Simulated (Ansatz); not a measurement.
**SiH2Cl (doublet): one geometry, many settings at distance Cl1–H2 along a hydrogen transfer = 1.279 Å**

What do other methods and options give for SiH2Cl (doublet) at this geometry, and how long do they take?

Computed with Ansatz 0.2.0, Gaussian basis. Level: the settings change from run to run.

9 further runs of the same task are left out: 8 that didn't finish, 1 set aside as unsound or not needed.

## 1. What is computed

The geometry derives from fragments relaxed apart (PBE0/def2-TZVP) and kept rigid, so it is no stationary point. A hydrogen atom is moved between rigid fragments.

4 atoms, charge 0, spin multiplicity 2.

Atoms are counted from 1 here; the program's logs count them from 0.

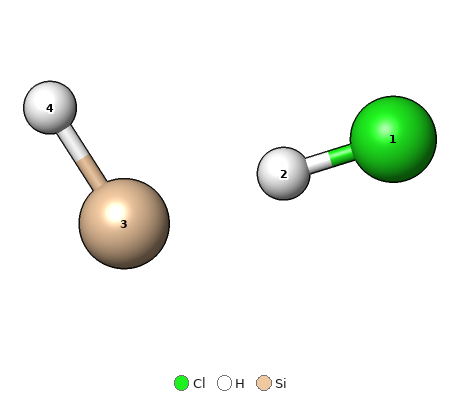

The geometry (chlorine green, hydrogen white, silicon light orange); atoms are numbered from 1 in the order of the file.

## 2. CCSD on UHF/STO-3G

Contents of in.yaml:

```yaml
crystal:
  periodic: [false, false, false]
  atoms:
    - {symbol: Cl, position_ang: [-1.418422, 0.022748, 0.000000]}
    - {symbol: H, position_ang: [-0.139622, 0.022748, 0.000000]}
    - {symbol: Si, position_ang: [1.719578, 0.022748, 0.000000]}
    - {symbol: H, position_ang: [2.116013, -1.456765, 0.000000]}
basis:
  gaussian: {orbitals: STO-3G}
magnetization: {spin_polarized: true, initial_magnetization: 1}
hamiltonian: {pseudopotentials: {relativity: none}}
correlation: {method: ccsd, electrons: outside_noble_gas}
accuracy: high
```

The run is started by

```
> ansatz run in.yaml --threads 1 --pin off --events-out ev --progress --plain --max-ram 2393MiB
```

Log (excerpt; [...] marks lines left out):

```text
Functional definition: HF
  name "HF"
  cite "Fock, Z. Phys. 61, 126 (1930) doi:10.1007/BF01340294"
  parent pbe
[...]
319 factors; integrals over basis functions are off by at most 2.5e-8 eV
[...]
mean field -20168.99485324 eV, -741.1968898210 hartree, gradient 2.2e-8 eV, S^2 0.756644; 11 other end points of the search recorded, 0 dependent functions left out
determinant -20168.99485324 eV, -741.1968898210 hartree, with singles and doubles -20170.39696357 eV, -741.2484164253 hartree
determinant -20168.53449566 eV, -741.1799719916 hartree, with singles and doubles -20170.01996680 eV, -741.2345620493 hartree
determinant -20165.58405400 eV, -741.0715452606 hartree, with singles and doubles -20167.78735384 eV, -741.1525150365 hartree
determinant -20165.51224603 eV, -741.0689063663 hartree, with singles and doubles -20167.04936713 eV, -741.1253945251 hartree
determinant -20165.49981456 eV, -741.0684495184 hartree, with singles and doubles -20167.04905519 eV, -741.1253830616 hartree
determinant -20168.99485324 eV, -741.1968898210 hartree, with singles and doubles -20170.39699461 eV, -741.2484175659 hartree
determinant -20168.53449566 eV, -741.1799719916 hartree, with singles and doubles -20170.02347250 eV, -741.2346908813 hartree
10 core orbitals not correlated: weight in the atoms' cores, before any rotation towards them, 1.000 or more for the frozen orbitals, at most 0.000 for the correlated occupied ones
reference -20168.99485324 eV, -741.1968898210 hartree; 7, 6 occupied and 3, 4 virtual orbitals, 319 factors
second order -0.90232087 eV of doubles, -0.00000000 eV of singles
cycle   1  -1.40214236 eV  change   -9.9e-7 eV  update   1.4e-6
[...]
cycle  12  -1.40214273 eV  change  -5.5e-10 eV  update   1.2e-9
Total energy: -20170.39699598 eV, -741.2484176161 hartree
```

Wall time 0.69 s (1 thread of Arm Neoverse V1, shared host).

From the report: ⟨S²⟩ of the determinant 0.757 (pure doublet: 0.75); correlation -1.4021 eV; T1 0.007; largest double amplitude 0.10.

## 3. CCSDT(Q) on ROHF/STO-3G

in.yaml, as its differences from that of step 2:

```diff
@@ -9,5 +9,3 @@
   gaussian: {orbitals: STO-3G}
-magnetization: {spin_polarized: true, initial_magnetization: 1}
-hamiltonian: {pseudopotentials: {relativity: none}}
-correlation: {method: ccsd, electrons: outside_noble_gas}
-accuracy: high
+magnetization: {spin_polarized: false, initial_magnetization: 1}
+correlation: {method: ccsdt_q, electrons: valence}
```

Same command.

Log (excerpt; [...] marks lines left out):

```text
Functional definition: HF
  name "HF"
  cite "Fock, Z. Phys. 61, 126 (1930) doi:10.1007/BF01340294"
  parent pbe
[...]
315 factors; integrals over basis functions are off by at most 4.1e-8 eV
[...]
mean field -20168.95004653 eV, -741.1952432044 hartree, gradient 7.0e-7 eV, S^2 0.750000; 6 other end points of the search recorded, 0 dependent functions left out
[...]
determinant -20168.95004653 eV, -741.1952432044 hartree, with singles and doubles -20170.39660278 eV, -741.2484031662 hartree
determinant -20168.48552657 eV, -741.1781724111 hartree, with singles and doubles -20170.02370883 eV, -741.2346995663 hartree
determinant -20168.95004653 eV, -741.1952432044 hartree, with singles and doubles -20170.39664333 eV, -741.2484046566 hartree
determinant -20168.48552657 eV, -741.1781724111 hartree, with singles and doubles -20170.02371644 eV, -741.2346998459 hartree
10 core orbitals not correlated: weight in the atoms' cores, before any rotation towards them, 1.000 or more for the frozen orbitals, at most 0.000 for the correlated occupied ones
reference -20168.95004653 eV, -741.1952432044 hartree; 7, 6 occupied and 3, 4 virtual orbitals, 315 factors
second order -0.91774499 eV of doubles, -0.02199548 eV of singles
cycle   1  -1.24282130 eV  change   -3.0e-1 eV  update   5.4e-2
[...]
cycle  15  -1.45316686 eV  change   -9.0e-7 eV  update   1.1e-6
perturbative correction -0.00038001 eV, -0.0000139649 hartree
Total energy: -20170.40359339 eV, -741.2486600665 hartree
```

Wall time 2.7 s (1 thread of Arm Neoverse V1, shared host).

From the report: correlation -1.4535 eV; T1 0.011; largest double amplitude 0.10.

## 4. NEVPT4(SD)(3,2)/STO-3G

in.yaml, as its differences from that of step 3:

```diff
@@ -10,2 +10,2 @@
 magnetization: {spin_polarized: false, initial_magnetization: 1}
-correlation: {method: ccsdt_q, electrons: valence}
+correlation: {method: fic_nevpt4_sd, electrons: outside_noble_gas, active_space: {window: {electrons: 3, orbitals: 2}}}
```

The command is unchanged.

Log (excerpt; [...] marks lines left out):

```text
Functional definition: HF
  name "HF"
  cite "Fock, Z. Phys. 61, 126 (1930) doi:10.1007/BF01340294"
  parent pbe
[...]
213 factors; integrals over basis functions are off by at most 2.7e-5 eV
[...]
mean field -20168.94999848 eV, -741.1952414390 hartree, gradient 6.5e-7 eV, S^2 0.750000; 6 other end points of the search recorded, 0 dependent functions left out
reference -20168.94999848 eV, -741.1952414390 hartree; 17, 16 occupied and 3, 4 virtual orbitals, 213 factors
state -20168.94999848 eV, -741.1952414390 hartree
state -20168.94999848 eV, -741.1952414390 hartree; corrected -20170.29864518 eV, -741.2448032908 hartree
WARN: 1 active orbitals are nearly empty or full. The corrections depend on them more than the energy does, and are more stable in an active space without them
Total energy: -20170.29864518 eV, -741.2448032908 hartree
```

It took 0.42 s on 1 thread of Arm Neoverse V1, shared host.

From the report: 2 determinants; active occupations 2.00, 1.00. The report marks this result as in doubt.

## 5. HF/cc-pVDZ

in.yaml, as its differences from that of step 4:

```diff
@@ -8,4 +8,5 @@
 basis:
-  gaussian: {orbitals: STO-3G}
+  gaussian: {orbitals: cc-pVDZ}
 magnetization: {spin_polarized: false, initial_magnetization: 1}
-correlation: {method: fic_nevpt4_sd, electrons: outside_noble_gas, active_space: {window: {electrons: 3, orbitals: 2}}}
+hamiltonian: {xc: hf}
+output: {forces: true, orbitals: {seedname: orbitals}}
```

Launched as before.

Log (excerpt; [...] marks lines left out):

```text
Functional definition: HF
  name "HF"
  cite "Fock, Z. Phys. 61, 126 (1930) doi:10.1007/BF01340294"
  parent pbe
[...]
470 factors; integrals over basis functions are off by at most 1.5e-3 eV
[...]
mean field -20394.59811765 eV, -749.4876568687 hartree, gradient 2.3e-6 eV, S^2 0.750000; 4 other end points of the search recorded, 0 dependent functions left out
[...]
reference -20394.59811765 eV, -749.4876568687 hartree; 17, 16 occupied and 29, 30 virtual orbitals, 470 factors
Total energy: -20394.59811765 eV, -749.4876568687 hartree
Atom 0 at    -1.418422     0.022748     0.000000 Å, force    -2.500786    -0.074620     0.000000 eV/Å
Atom 1 at    -0.139622     0.022748     0.000000 Å, force     0.315713     0.107472    -0.000000 eV/Å
Atom 2 at     1.719578     0.022748     0.000000 Å, force     2.245825    -0.172935    -0.000000 eV/Å
Atom 3 at     2.116013    -1.456765     0.000000 Å, force    -0.060751     0.140083     0.000000 eV/Å
Dipole moment:     0.513858    -0.050017    -0.000000 e Å
```

It took 1.2 s on 1 thread of Arm Neoverse V1, shared host.

## 6. CISD/cc-pVDZ

in.yaml, as its differences from that of step 5:

```diff
@@ -10,3 +10,3 @@
 magnetization: {spin_polarized: false, initial_magnetization: 1}
-hamiltonian: {xc: hf}
-output: {forces: true, orbitals: {seedname: orbitals}}
+correlation: {active_space: {ras: {orbitals: [6, 1, 29], electrons: 13, max_holes: 2, max_particles: 2}, fixed_orbitals: true}}
+scf: {lower_state_search: light}
```

Launched as before.

Log:

```text
Functional definition: HF
  name "HF"
  cite "Fock, Z. Phys. 61, 126 (1930) doi:10.1007/BF01340294"
  parent pbe
  exchange = exact_x
  correlation = 0
470 factors; integrals over basis functions are off by at most 1.5e-3 eV
mean field evaluation 1: about -20393.7236 eV, gradient 1.3e1 eV
mean field evaluation 2: about -20393.7249 eV, gradient 1.3e1 eV
mean field evaluation 4: about -20394.5846 eV, gradient 1.3e0 eV
mean field evaluation 8: about -20394.5981 eV, gradient 1.0e-3 eV
mean field evaluation 16: about -20394.5637 eV, gradient 1.5e-6 eV
mean field evaluation 32: about -20394.5777 eV, gradient 5.4e-2 eV
mean field -20394.59811765 eV, -749.4876568687 hartree, gradient 4.0e-6 eV, S^2 0.750000; 6 other end points of the search recorded, 0 dependent functions left out
reference -20394.59811765 eV, -749.4876568687 hartree; 17, 16 occupied and 29, 30 virtual orbitals, 470 factors
state -20401.14470355 eV, -749.7282394628 hartree
Total energy: -20401.14470355 eV, -749.7282394628 hartree
```

Wall time 3.4 s (1 thread of Arm Neoverse V1, shared host).

From the report: 41,995 determinants.

## 7. CCSD on ROHF/cc-pVDZ

in.yaml, as its differences from that of step 6:

```diff
@@ -10,3 +10,2 @@
 magnetization: {spin_polarized: false, initial_magnetization: 1}
-correlation: {active_space: {ras: {orbitals: [6, 1, 29], electrons: 13, max_holes: 2, max_particles: 2}, fixed_orbitals: true}}
-scf: {lower_state_search: light}
+correlation: {method: ccsd, electrons: all, diis_vectors: 12}
```

Same command.

Log (excerpt; [...] marks lines left out):

```text
Functional definition: HF
  name "HF"
  cite "Fock, Z. Phys. 61, 126 (1930) doi:10.1007/BF01340294"
  parent pbe
[...]
470 factors; integrals over basis functions are off by at most 1.5e-3 eV
[...]
mean field -20394.59811765 eV, -749.4876568687 hartree, gradient 4.0e-6 eV, S^2 0.750000; 7 other end points of the search recorded, 0 dependent functions left out
[...]
determinant -20394.59811765 eV, -749.4876568687 hartree, with singles and doubles -20402.09836627 eV, -749.7632859214 hartree
determinant -20394.56367835 eV, -749.4863912477 hartree, with singles and doubles -20402.05997940 eV, -749.7618752301 hartree
determinant -20394.59811765 eV, -749.4876568687 hartree, with singles and doubles -20402.09839260 eV, -749.7632868891 hartree
determinant -20394.56367835 eV, -749.4863912477 hartree, with singles and doubles -20402.05975177 eV, -749.7618668647 hartree
reference -20394.59811765 eV, -749.4876568687 hartree; 17, 16 occupied and 29, 30 virtual orbitals, 470 factors
second order -6.45053192 eV of doubles, -0.07381365 eV of singles
cycle   1  -7.50026806 eV  change    6.9e-6 eV  update   3.0e-6
Total energy: -20402.09838571 eV, -749.7632866359 hartree
```

Run time: 13 s. Hardware: 1 thread of Arm Neoverse V1, shared host.

From the report: correlation -7.5003 eV; T1 0.010; largest double amplitude 0.08.

## 8. CCSD on UHF/cc-pVDZ

in.yaml, as its differences from that of step 7:

```diff
@@ -9,3 +9,4 @@
   gaussian: {orbitals: cc-pVDZ}
-magnetization: {spin_polarized: false, initial_magnetization: 1}
-correlation: {method: ccsd, electrons: all, diis_vectors: 12}
+magnetization: {spin_polarized: true, initial_magnetization: 1}
+correlation: {method: ccsd, electrons: all}
+output: {forces: true}
```

The command is unchanged.

Log (excerpt; [...] marks lines left out):

```text
Functional definition: HF
  name "HF"
  cite "Fock, Z. Phys. 61, 126 (1930) doi:10.1007/BF01340294"
  parent pbe
[...]
470 factors; integrals over basis functions are off by at most 1.5e-3 eV
[...]
mean field -20394.74256343 eV, -749.4929651529 hartree, gradient 2.2e-6 eV, S^2 0.774790; 12 other end points of the search recorded, 0 dependent functions left out
determinant -20394.74256343 eV, -749.4929651529 hartree, with singles and doubles -20402.10266408 eV, -749.7634438630 hartree
determinant -20394.69264663 eV, -749.4911307446 hartree, with singles and doubles -20402.05116551 eV, -749.7615513257 hartree
determinant -20392.54214498 eV, -749.4121012664 hartree, with singles and doubles -20399.77673919 eV, -749.6779677000 hartree
determinant -20392.47091196 eV, -749.4094835014 hartree, with singles and doubles -20399.65496987 eV, -749.6734927601 hartree
[...]
determinant -20394.74256343 eV, -749.4929651529 hartree, with singles and doubles -20402.10267536 eV, -749.7634442778 hartree
determinant -20394.69264663 eV, -749.4911307446 hartree, with singles and doubles -20402.05852049 eV, -749.7618216162 hartree
reference -20394.74256343 eV, -749.4929651529 hartree; 17, 16 occupied and 29, 30 virtual orbitals, 470 factors
second order -6.35393182 eV of doubles, -0.00000000 eV of singles
cycle   1  -7.36010520 eV  change    6.7e-6 eV  update   3.7e-6
[...]
cycle   4  -7.36010049 eV  change    3.8e-9 eV  update   3.5e-9
[...]
Total energy: -20402.10266392 eV, -749.7634438571 hartree
Atom 0 at    -1.418422     0.022748     0.000000 Å, force    -2.648366    -0.050384    -0.000000 eV/Å
Atom 1 at    -0.139622     0.022748     0.000000 Å, force     0.935658     0.043942     0.000000 eV/Å
Atom 2 at     1.719578     0.022748     0.000000 Å, force     1.758816     0.027097    -0.000000 eV/Å
Atom 3 at     2.116013    -1.456765     0.000000 Å, force    -0.046108    -0.020655     0.000000 eV/Å
Dipole moment:     0.458700    -0.033113     0.000000 e Å
```

Run time: 54 s. Hardware: 1 thread of Arm Neoverse V1, shared host; peak memory 0.28 GiB.

From the report: ⟨S²⟩ of the determinant 0.775 (pure doublet: 0.75); correlation -7.3601 eV; T1 0.008; largest double amplitude 0.08.

## 9. The runs in one table

Where basis and cores are those of an earlier UCCSDT(Q)/cc-pVDZ run (-20401.9734 eV), and the state is the same kind, the miss against it is given. † marks a result that the program doubts.

| level | correlated | functions | energy (eV) | from UCCSDT(Q) (meV) | time |
| --- | --- | --- | --- | --- | --- |
| CCSD on UHF/STO-3G | outside noble gas | 20 | -20170.3970 |  | 0.69 s |
| CCSDT(Q) on ROHF/STO-3G | valence | 20 | -20170.4036 |  | 2.7 s |
| NEVPT4(SD)(3,2)/STO-3G † | outside noble gas | 20 | -20170.2986 |  | 0.42 s |
| HF/cc-pVDZ |  | 46 | -20394.5981 | 7375.3 | 1.2 s |
| CISD/cc-pVDZ | outside noble gas | 46 | -20401.1447 | 828.7 | 3.4 s |
| CCSD on ROHF/cc-pVDZ | all | 46 | -20402.0984 |  | 13 s |
| CCSD on UHF/cc-pVDZ | all | 46 | -20402.1027 |  | 54 s |

## 10. Summary of results

```
quantity                             value
    runs                                 7
quickest  NEVPT4(SD)(3,2)/STO-3G †, 0.42 s
 slowest         CCSD on UHF/cc-pVDZ, 54 s
```

What this shows: Total energies in different bases, with other cores or another treatment of relativity can't be set against each other. CCSD on UHF/cc-pVDZ took 127 times as long as NEVPT4(SD)(3,2)/STO-3G †; the jobs differ in more than the method. Hartree-Fock, CASSCF and CASCI lack dynamic correlation by design.
